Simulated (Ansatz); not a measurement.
# AlGaH (quartet): from Hartree-Fock to the top rungs at a displaced geometry (v2), cc-pVTZ

Aim: climb from Hartree-Fock through coupled cluster and multireference methods for AlGaH (quartet) at one geometry and basis, and see what each rung misses.

The runs use Ansatz 0.2.0, Gaussian basis; cc-pVTZ, core rule «outside noble gas», up to 19 orbitals frozen.

Plan: UHF; CCSD(T) on ROHF; CCSD(T) on UHF; BCCD(T) on ROHF; CCSDT(Q) on ROHF; CCSDT(Q) on UHF; CASSCF and MRCISD+Q, 7 electrons in 9 orbitals; CASSCF and NEVPT2, 7 electrons in 9 orbitals.

22 further runs of the same task are left out: 4 for a known fault of the program, 10 that didn't finish, 8 set aside as unsound or not needed. Runs told in other sessions of the task aren't counted.

**1. The system**

The geometry is a PBE0/def2-TZVP stationary point (not a proven minimum) with its atoms shifted at random (size 0.100 Å). No spin-orbit coupling is included. The filled d shell of Ga may be among the frozen orbitals whatever the setting's name suggests.

3 atoms, charge 0, spin multiplicity 4.

Atoms are counted from 1 here; the program's logs count them from 0.

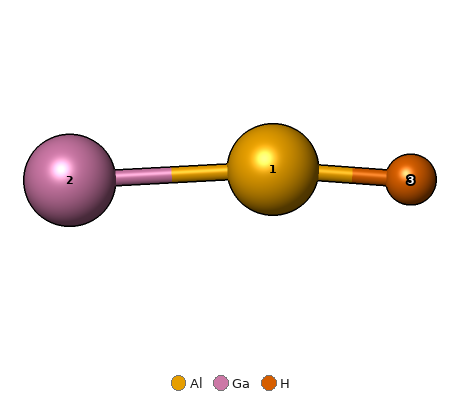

The geometry (aluminium amber, gallium pink, hydrogen orange); atoms are numbered from 1 in the order of the file.

In the tables R marks a restricted open-shell determinant and U an unrestricted one; 'valence' is the active space of 7 electrons in 9 orbitals; energies count from the table's Hartree-Fock row.

**2. UHF**

in.yaml

```yaml
crystal:
  periodic: [false, false, false]
  atoms:
    - {symbol: Al, position_ang: [0.084376, 0.005225, 0.248898]}
    - {symbol: Ga, position_ang: [-0.080498, 0.013599, -2.083109]}
    - {symbol: H, position_ang: [-0.003878, -0.018825, 1.834211]}
basis:
  gaussian: {orbitals: cc-pVTZ}
magnetization: {spin_polarized: true, initial_magnetization: 3}
hamiltonian: {xc: hf}
output: {orbitals: {seedname: orbitals}}
```

On the command line:

```bash
> ansatz run in.yaml --threads 1 --pin off --events-out ev --progress --plain --max-ram 2393MiB
```

The program printed:

```text
Functional definition: HF
  name "HF"
  cite "Fock, Z. Phys. 61, 126 (1930) doi:10.1007/BF01340294"
  parent pbe
  exchange = exact_x
  correlation = 0
584 factors; integrals over basis functions are off by at most 1.2e-3 eV
mean field evaluation 1: about -58931.4910 eV, gradient 6.4e0 eV
mean field evaluation 2: about -58931.4932 eV, gradient 6.4e0 eV
mean field evaluation 4: about -58932.4464 eV, gradient 1.7e0 eV
mean field evaluation 8: about -58932.5246 eV, gradient 2.4e-1 eV
mean field evaluation 16: about -58932.2474 eV, gradient 1.4e0 eV
mean field evaluation 32: about -58932.4097 eV, gradient 8.8e-1 eV
mean field -58932.52844033 eV, -2165.7304742796 hartree, gradient 2.5e-5 eV, S^2 3.774132; 0 other end points of the search recorded, 0 dependent functions left out
reference -58932.52844033 eV, -2165.7304742796 hartree; 24, 21 occupied and 67, 70 virtual orbitals, 584 factors
Total energy: -58932.52844033 eV, -2165.7304742796 hartree
```

Wall time 2.4 s (1 thread of Arm Neoverse V1, shared host).

From the report: ⟨S²⟩ of the determinant 3.774 (pure quartet: 3.75).

**3. CCSD(T) on ROHF**

Edit in.yaml of step 2 so:

```diff
@@ -8,4 +8,4 @@
   gaussian: {orbitals: cc-pVTZ}
-magnetization: {spin_polarized: true, initial_magnetization: 3}
-hamiltonian: {xc: hf}
-output: {orbitals: {seedname: orbitals}}
+magnetization: {spin_polarized: false, initial_magnetization: 3}
+correlation: {method: ccsd_t, electrons: outside_noble_gas}
+output: {forces: true}
```

The command is unchanged.

The program printed, cut to the lines that bear on the results:

```text
Functional definition: HF
  name "HF"
  cite "Fock, Z. Phys. 61, 126 (1930) doi:10.1007/BF01340294"
  parent pbe
[...]
584 factors; integrals over basis functions are off by at most 1.2e-3 eV
[...]
mean field -58932.40054928 eV, -2165.7257743701 hartree, gradient 2.0e-6 eV, S^2 3.750000; 7 other end points of the search recorded, 0 dependent functions left out
determinant -58932.40054928 eV, -2165.7257743701 hartree, with singles and doubles -58935.97056057 eV, -2165.8569698654 hartree
determinant -58930.32088534 eV, -2165.6493481301 hartree, with singles and doubles -58933.60306264 eV, -2165.7699659213 hartree
determinant -58930.18686244 eV, -2165.6444228795 hartree, with singles and doubles -58933.52199820 eV, -2165.7669868578 hartree
determinant -58929.66514978 eV, -2165.6252502927 hartree, with singles and doubles -58933.30804517 eV, -2165.7591242292 hartree
[...]
19 core orbitals not correlated: weight in the atoms' cores, before any rotation towards them, 1.000 or more for the frozen orbitals, at most 0.000 for the correlated occupied ones
reference -58932.40054928 eV, -2165.7257743701 hartree; 5, 2 occupied and 67, 70 virtual orbitals, 584 factors
second order -2.83129192 eV of doubles, -0.05049771 eV of singles
cycle   1  -3.47843736 eV  change   -1.8e-1 eV  update   1.9e-2
[...]
cycle  12  -3.48900880 eV  change   -2.2e-8 eV  update   4.8e-7
perturbative correction -0.17146461 eV, -0.0063012081 hartree
[...]
Total energy: -58936.06102269 eV, -2165.8602942868 hartree
Atom 0 at     0.084376     0.005225     0.248898 Å, force    -0.066172    -0.010532     0.443795 eV/Å
Atom 1 at    -0.080498     0.013599    -2.083109 Å, force     0.009343     0.004686    -0.380318 eV/Å
Atom 2 at    -0.003878    -0.018825     1.834211 Å, force     0.056830     0.005847    -0.063476 eV/Å
Dipole moment:    -0.000654     0.000413    -0.047006 e Å
```

Wall time 19 s (1 thread of Arm Neoverse V1, shared host); peak memory 0.45 GiB.

From the report: correlation -3.6605 eV; T1 0.027; largest double amplitude 0.07.

**4. CCSD(T) on UHF**

Edit in.yaml of step 3 so:

```diff
@@ -8,3 +8,3 @@
   gaussian: {orbitals: cc-pVTZ}
-magnetization: {spin_polarized: false, initial_magnetization: 3}
+magnetization: {spin_polarized: true, initial_magnetization: 3}
 correlation: {method: ccsd_t, electrons: outside_noble_gas}
```

Same command.

The program printed, cut to the lines that bear on the results:

```text
Functional definition: HF
  name "HF"
  cite "Fock, Z. Phys. 61, 126 (1930) doi:10.1007/BF01340294"
  parent pbe
[...]
584 factors; integrals over basis functions are off by at most 1.2e-3 eV
[...]
mean field -58932.52844033 eV, -2165.7304742796 hartree, gradient 2.1e-6 eV, S^2 3.774132; 6 other end points of the search recorded, 0 dependent functions left out
determinant -58932.52844033 eV, -2165.7304742796 hartree, with singles and doubles -58935.98258077 eV, -2165.8574115995 hartree
determinant -58930.47820675 eV, -2165.6551295854 hartree, with singles and doubles -58933.61785484 eV, -2165.7705095244 hartree
determinant -58930.38416338 eV, -2165.6516735553 hartree, with singles and doubles -58933.53073237 eV, -2165.7673078327 hartree
determinant -58929.81693309 eV, -2165.6308282265 hartree, with singles and doubles -58933.30095953 eV, -2165.7588638368 hartree
determinant -58929.48617767 eV, -2165.6186731889 hartree, with singles and doubles -58933.22303829 eV, -2165.7560002838 hartree
19 core orbitals not correlated: weight in the atoms' cores, before any rotation towards them, 0.999 or more for the frozen orbitals, at most 0.000 for the correlated occupied ones
reference -58932.52844033 eV, -2165.7304742796 hartree; 5, 2 occupied and 67, 70 virtual orbitals, 584 factors
second order -2.72005051 eV of doubles, -0.00000000 eV of singles
cycle   1  -3.37180018 eV  change   -1.9e-1 eV  update   1.9e-2
[...]
cycle  12  -3.38139779 eV  change   -2.4e-7 eV  update   5.7e-7
perturbative correction -0.16472415 eV, -0.0060535010 hartree
[...]
Total energy: -58936.07456228 eV, -2165.8607918575 hartree
Atom 0 at     0.084376     0.005225     0.248898 Å, force    -0.068397    -0.010584     0.428660 eV/Å
Atom 1 at    -0.080498     0.013599    -2.083109 Å, force     0.010911     0.004661    -0.363625 eV/Å
Atom 2 at    -0.003878    -0.018825     1.834211 Å, force     0.057487     0.005922    -0.065035 eV/Å
Dipole moment:    -0.000200     0.000424    -0.043907 e Å
```

Wall time 18 s (1 thread of Arm Neoverse V1, shared host); peak memory 0.45 GiB.

From the report: ⟨S²⟩ of the determinant 3.774 (pure quartet: 3.75); correlation -3.5461 eV; T1 0.023; largest double amplitude 0.07.

**5. BCCD(T) on ROHF**

Edit in.yaml of step 4 so:

```diff
@@ -8,4 +8,3 @@
   gaussian: {orbitals: cc-pVTZ}
-magnetization: {spin_polarized: true, initial_magnetization: 3}
-correlation: {method: ccsd_t, electrons: outside_noble_gas}
-output: {forces: true}
+magnetization: {spin_polarized: false, initial_magnetization: 3}
+correlation: {method: bccd_t, electrons: outside_noble_gas}
```

Same command.

The program printed, cut to the lines that bear on the results:

```text
Functional definition: HF
  name "HF"
  cite "Fock, Z. Phys. 61, 126 (1930) doi:10.1007/BF01340294"
  parent pbe
[...]
584 factors; integrals over basis functions are off by at most 1.2e-3 eV
[...]
mean field -58932.40054928 eV, -2165.7257743701 hartree, gradient 2.0e-6 eV, S^2 3.750000; 7 other end points of the search recorded, 0 dependent functions left out
determinant -58932.40054928 eV, -2165.7257743701 hartree, with singles and doubles -58935.97056057 eV, -2165.8569698654 hartree
determinant -58930.32088534 eV, -2165.6493481301 hartree, with singles and doubles -58933.60306264 eV, -2165.7699659213 hartree
determinant -58930.18686244 eV, -2165.6444228795 hartree, with singles and doubles -58933.52199820 eV, -2165.7669868578 hartree
determinant -58929.66514978 eV, -2165.6252502927 hartree, with singles and doubles -58933.30804517 eV, -2165.7591242292 hartree
determinant -58929.35450289 eV, -2165.6138342303 hartree, with singles and doubles -58933.20706430 eV, -2165.7554132507 hartree
determinant -58929.15504916 eV, -2165.6065044406 hartree, with singles and doubles -58932.70435200 eV, -2165.7369389143 hartree
19 core orbitals not correlated: weight in the atoms' cores, before any rotation towards them, 1.000 or more for the frozen orbitals, at most 0.000 for the correlated occupied ones
reference -58932.40054928 eV, -2165.7257743701 hartree; 5, 2 occupied and 67, 70 virtual orbitals, 584 factors
second order -2.83129192 eV of doubles, -0.05049771 eV of singles
cycle   1  -3.48190829 eV  change   -1.9e-1 eV  update   1.9e-2
[...]
cycle  10  -3.48810099 eV  change    1.2e-6 eV  update   7.8e-6
perturbative correction -0.17177483 eV, -0.0063126086 hartree
Total energy: -58936.06042510 eV, -2165.8602723258 hartree
```

Wall time 10 s (1 thread of Arm Neoverse V1, shared host); peak memory 0.35 GiB.

From the report: correlation -3.6599 eV; largest double amplitude 0.07.

**6. CCSDT(Q) on ROHF**

Edit in.yaml of step 5 so:

```diff
@@ -9,2 +9,2 @@
 magnetization: {spin_polarized: false, initial_magnetization: 3}
-correlation: {method: bccd_t, electrons: outside_noble_gas}
+correlation: {method: ccsdt_q, electrons: outside_noble_gas}
```

Launched as before.

The program printed, cut to the lines that bear on the results:

```text
Functional definition: HF
  name "HF"
  cite "Fock, Z. Phys. 61, 126 (1930) doi:10.1007/BF01340294"
  parent pbe
[...]
1044 factors; integrals over basis functions are off by at most 2.1e-7 eV
[...]
mean field -58932.40056592 eV, -2165.7257749816 hartree, gradient 2.3e-6 eV, S^2 3.750000; 7 other end points of the search recorded, 0 dependent functions left out
determinant -58932.40056592 eV, -2165.7257749816 hartree, with singles and doubles -58935.97058333 eV, -2165.8569707016 hartree
determinant -58930.32090435 eV, -2165.6493488285 hartree, with singles and doubles -58933.60310883 eV, -2165.7699676185 hartree
determinant -58930.18688387 eV, -2165.6444236669 hartree, with singles and doubles -58933.52202514 eV, -2165.7669878478 hartree
determinant -58929.66515648 eV, -2165.6252505388 hartree, with singles and doubles -58933.30806661 eV, -2165.7591250168 hartree
determinant -58929.35450552 eV, -2165.6138343268 hartree, with singles and doubles -58933.20708622 eV, -2165.7554140561 hartree
determinant -58929.15506316 eV, -2165.6065049553 hartree, with singles and doubles -58932.70409064 eV, -2165.7369293094 hartree
19 core orbitals not correlated: weight in the atoms' cores, before any rotation towards them, 1.000 or more for the frozen orbitals, at most 0.000 for the correlated occupied ones
reference -58932.40056592 eV, -2165.7257749816 hartree; 5, 2 occupied and 67, 70 virtual orbitals, 1044 factors
second order -2.83129914 eV of doubles, -0.05049758 eV of singles
cycle   1  -3.29952099 eV  change   -4.2e-1 eV  update   7.8e-2
[...]
cycle  17  -3.69775631 eV  change    2.9e-7 eV  update   3.8e-7
perturbative correction -0.01080722 eV, -0.0003971581 hartree
Total energy: -58936.10912945 eV, -2165.8620621777 hartree
```

It took 94 s on 1 thread of Arm Neoverse V1, shared host; peak memory 0.87 GiB.

From the report: correlation -3.7086 eV; T1 0.029; largest double amplitude 0.09.

**7. CCSDT(Q) on UHF**

Edit in.yaml of step 6 so:

```diff
@@ -8,3 +8,3 @@
   gaussian: {orbitals: cc-pVTZ}
-magnetization: {spin_polarized: false, initial_magnetization: 3}
+magnetization: {spin_polarized: true, initial_magnetization: 3}
 correlation: {method: ccsdt_q, electrons: outside_noble_gas}
```

Same command.

The program printed, cut to the lines that bear on the results:

```text
Functional definition: HF
  name "HF"
  cite "Fock, Z. Phys. 61, 126 (1930) doi:10.1007/BF01340294"
  parent pbe
[...]
1044 factors; integrals over basis functions are off by at most 2.1e-7 eV
[...]
mean field -58932.52845687 eV, -2165.7304748873 hartree, gradient 9.0e-7 eV, S^2 3.774132; 6 other end points of the search recorded, 0 dependent functions left out
determinant -58932.52845687 eV, -2165.7304748873 hartree, with singles and doubles -58935.98260389 eV, -2165.8574124492 hartree
determinant -58930.47822622 eV, -2165.6551303007 hartree, with singles and doubles -58933.61787886 eV, -2165.7705104072 hartree
determinant -58930.38418445 eV, -2165.6516743294 hartree, with singles and doubles -58933.53075641 eV, -2165.7673087161 hartree
determinant -58929.81694090 eV, -2165.6308285135 hartree, with singles and doubles -58933.30097743 eV, -2165.7588644945 hartree
determinant -58929.48618038 eV, -2165.6186732887 hartree, with singles and doubles -58933.22306117 eV, -2165.7560011248 hartree
19 core orbitals not correlated: weight in the atoms' cores, before any rotation towards them, 0.999 or more for the frozen orbitals, at most 0.000 for the correlated occupied ones
reference -58932.52845687 eV, -2165.7304748873 hartree; 5, 2 occupied and 67, 70 virtual orbitals, 1044 factors
second order -2.72005812 eV of doubles, -0.00000000 eV of singles
cycle   1  -3.16696128 eV  change   -4.5e-1 eV  update   8.1e-2
[...]
cycle  17  -3.58529622 eV  change    4.8e-7 eV  update   4.1e-7
perturbative correction -0.01038053 eV, -0.0003814773 hartree
Total energy: -58936.12413362 eV, -2165.8626135707 hartree
```

It took 88 s on 1 thread of Arm Neoverse V1, shared host; peak memory 0.82 GiB.

From the report: ⟨S²⟩ of the determinant 3.774 (pure quartet: 3.75); correlation -3.5957 eV; T1 0.026; largest double amplitude 0.09.

**8. CASSCF and MRCISD+Q, 7 electrons in 9 orbitals**

in.yaml

```yaml
crystal:
  periodic: [false, false, false]
  atoms:
    - {symbol: Al, position_ang: [0.084376, 0.005225, 0.248898]}
    - {symbol: Ga, position_ang: [-0.080498, 0.013599, -2.083109]}
    - {symbol: H, position_ang: [-0.003878, -0.018825, 1.834211]}
basis:
  gaussian: {orbitals: cc-pVTZ}
magnetization: {spin_polarized: false, initial_magnetization: 3}
correlation: {method: fic_mrcisd_q, electrons: outside_noble_gas, active_space: {window: {electrons: 7, orbitals: 9}, shells: [{species: Al, l: s, shell: 3}, {species: Al, l: p, shell: 3}, {species: Ga, l: s, shell: 4}, {species: Ga, l: p, shell: 4}, {species: H, l: s, shell: 1}]}}
```

Same command.

The program printed, cut to the lines that bear on the results:

```text
Functional definition: HF
  name "HF"
  cite "Fock, Z. Phys. 61, 126 (1930) doi:10.1007/BF01340294"
  parent pbe
[...]
1044 factors; integrals over basis functions are off by at most 2.1e-7 eV
[...]
mean field -58932.40056592 eV, -2165.7257749816 hartree, gradient 2.3e-6 eV, S^2 3.750000; 2 other end points of the search recorded, 0 dependent functions left out
reference -58932.40056592 eV, -2165.7257749816 hartree; 24, 21 occupied and 67, 70 virtual orbitals, 1044 factors
state -58933.88067795 eV, -2165.7801680957 hartree
contracted CI cycle   1: correlation 0.00000000 eV, 0.0000000000 hartree, residual 1.00e1 eV
contracted CI cycle   2: correlation -1.97476072 eV, -0.0725711180 hartree, residual 2.28e0 eV
contracted CI cycle   3: correlation -2.07838226 eV, -0.0763791391 hartree, residual 5.83e-1 eV
contracted CI cycle   4: correlation -2.08457761 eV, -0.0766068143 hartree, residual 1.60e-1 eV
contracted CI cycle   5: correlation -2.08499145 eV, -0.0766220226 hartree, residual 4.85e-2 eV
contracted CI cycle   6: correlation -2.08502888 eV, -0.0766233982 hartree, residual 1.42e-2 eV
contracted CI cycle   7: correlation -2.08503232 eV, -0.0766235244 hartree, residual 4.18e-3 eV
contracted CI cycle   8: correlation -2.08503262 eV, -0.0766235356 hartree, residual 1.32e-3 eV
state -58933.88067795 eV, -2165.7801680957 hartree; corrected -58936.09503794 eV, -2165.8615443243 hartree
Total energy: -58936.09503794 eV, -2165.8615443243 hartree
Checks for a lower state left out: starts, orbital_swaps
```

Run time: 12 s. Hardware: 1 thread of Arm Neoverse V1, shared host; peak memory 0.46 GiB.

From the report: 2,324 determinants; active occupations 1.97, 1.94, 1.00, 0.99, 0.99, 0.04, 0.03, 0.03, 0.01.

**9. CASSCF and NEVPT2, 7 electrons in 9 orbitals**

in.yaml

```yaml
crystal:
  periodic: [false, false, false]
  atoms:
    - {symbol: Al, position_ang: [0.084376, 0.005225, 0.248898]}
    - {symbol: Ga, position_ang: [-0.080498, 0.013599, -2.083109]}
    - {symbol: H, position_ang: [-0.003878, -0.018825, 1.834211]}
basis:
  gaussian: {orbitals: cc-pVTZ}
magnetization: {spin_polarized: false, initial_magnetization: 3}
correlation: {method: sc_nevpt2, electrons: outside_noble_gas, active_space: {window: {electrons: 7, orbitals: 9}, shells: [{species: Al, l: s, shell: 3}, {species: Al, l: p, shell: 3}, {species: Ga, l: s, shell: 4}, {species: Ga, l: p, shell: 4}, {species: H, l: s, shell: 1}]}}
```

Launched as before.

The program printed:

```text
Functional definition: HF
  name "HF"
  cite "Fock, Z. Phys. 61, 126 (1930) doi:10.1007/BF01340294"
  parent pbe
  exchange = exact_x
  correlation = 0
1044 factors; integrals over basis functions are off by at most 2.1e-7 eV
mean field evaluation 1: about -58931.4467 eV, gradient 6.7e0 eV
mean field evaluation 2: about -58931.4494 eV, gradient 6.8e0 eV
mean field evaluation 4: about -58932.3426 eV, gradient 1.9e0 eV
mean field evaluation 8: about -58932.3884 eV, gradient 3.5e-1 eV
mean field evaluation 16: about -58932.4006 eV, gradient 2.3e-6 eV
mean field -58932.40056592 eV, -2165.7257749816 hartree, gradient 2.3e-6 eV, S^2 3.750000; 2 other end points of the search recorded, 0 dependent functions left out
reference -58932.40056592 eV, -2165.7257749816 hartree; 24, 21 occupied and 67, 70 virtual orbitals, 1044 factors
state -58933.88067795 eV, -2165.7801680957 hartree
state -58933.88067795 eV, -2165.7801680957 hartree; corrected -58935.47875120 eV, -2165.8388962045 hartree
Total energy: -58935.47875120 eV, -2165.8388962045 hartree
Checks for a lower state left out: starts, orbital_swaps
```

Run time: 8.5 s. Hardware: 1 thread of Arm Neoverse V1, shared host.

From the report: 2,324 determinants; active occupations 1.97, 1.94, 1.00, 0.99, 0.99, 0.04, 0.03, 0.03, 0.01.

**10. How many determinants matter**

Natural occupations of the CASSCF valence state about the gap (report; correlated orbitals 1 to 9): 1.971, 1.942, 1.004, 0.985, 0.985, 0.036, 0.032, 0.032, 0.013. The count of effectively unpaired electrons, Σ n²(2 − n)², is 3.03; a single determinant of this spin has 3.

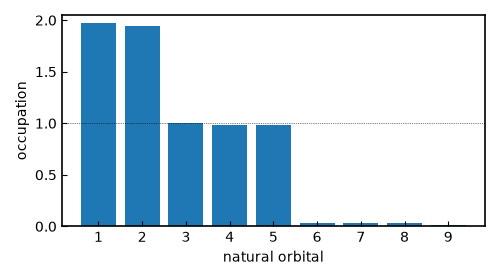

Natural occupations of the CASSCF valence state.

**11. The ladder**

The yardstick is UCCSDT(Q), where the cluster series has nearly closed. Rows without a time are mean-field rows or come out of runs for another level: lower rungs of the coupled-cluster runs, CASSCF and MRCISD of the multireference runs, or the Hartree-Fock search. The times of RCCSD(T), UCCSD(T) include forces.

Differences are taken before rounding.

```tsv
method	energy from the lowest ROHF (kcal/mol)	from UCCSDT(Q) (kcal/mol)	time
ROHF	0.00	+85.87	
UHF	-2.95	+82.92	
RMP2	-66.46	+19.41	
UMP2	-65.68	+20.19	
RCCSD	-80.46	+5.41	
UCCSD	-80.93	+4.94	
RCCSD(T)	-84.41	+1.46	19 s
UCCSD(T)	-84.72	+1.14	18 s
BCCD(T)	-84.40	+1.47	10 s
RCCSDT	-85.27	+0.60	
UCCSDT	-85.63	+0.24	
RCCSDT(Q)	-85.52	+0.35	94 s
UCCSDT(Q)	-85.87	0	88 s
CASSCF valence	-34.13	+51.74	
NEVPT2 valence	-70.99	+14.88	8.5 s
MRCISD valence	-82.21	+3.65	
MRCISD+Q valence	-85.20	+0.67	12 s
```

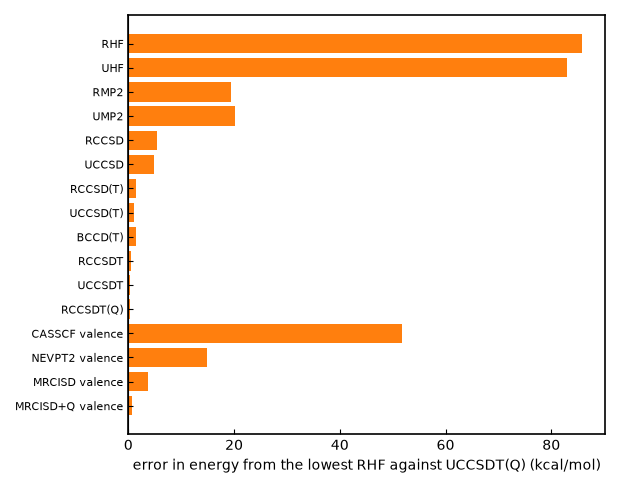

Deviations from UCCSDT(Q), method by method.

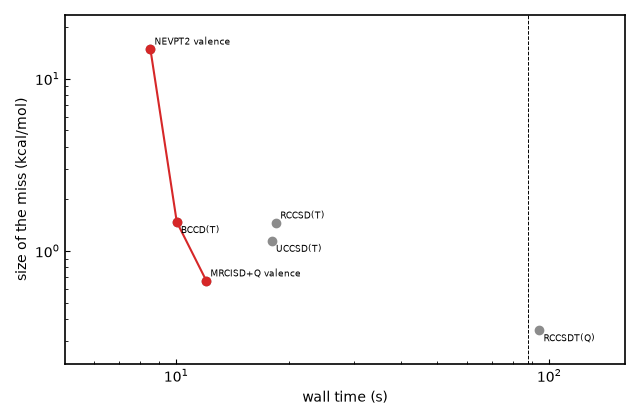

Accuracy for the time spent; red marks the levels that beat every quicker one drawn (of those quicker than the yardstick), and the dashed line is the time of UCCSDT(Q). Times are from a shared host.

**12. Results**

| quantity | value |
| --- | --- |
| UCCSDT(Q) from the ROHF energy | -3.7236 eV |
| RMP2 from UCCSDT(Q) | +19.41 kcal/mol |
| UMP2 from UCCSDT(Q) | +20.19 kcal/mol |
| RCCSD from UCCSDT(Q) | +5.41 kcal/mol |
| RCCSD(T) from UCCSDT(Q) | +1.46 kcal/mol |
| UCCSD(T) from UCCSDT(Q) | +1.14 kcal/mol |
| RCCSDT(Q) from UCCSDT(Q) | +0.35 kcal/mol |
| NEVPT2 valence from UCCSDT(Q) | +14.88 kcal/mol |
| MRCISD+Q valence from UCCSDT(Q) | +0.67 kcal/mol |
| levels within 1 kcal/mol (43 meV) | RCCSDT, UCCSDT, RCCSDT(Q), MRCISD+Q valence |
| T1 diagnostic | 0.027 |
| effectively unpaired electrons | 3.03 |

RCCSD(T) lands +1.46 kcal/mol from the yardstick (1.7 % of the correlation energy). One determinant dominates. Of the multireference levels listed MRCISD+Q valence comes nearest in total energy (+0.67 kcal/mol), which doesn't show that its space is the better one. These misses are within one basis, not against nature; the frozen cores of restricted and unrestricted runs differ, which can shift their rows.

For cost: MRCISD+Q valence gets within 0.67 kcal/mol in 12 s, where UCCSDT(Q) took 88 s; the quickest level in the cost chart, NEVPT2 valence, takes 8.5 s and misses by 14.88 kcal/mol.
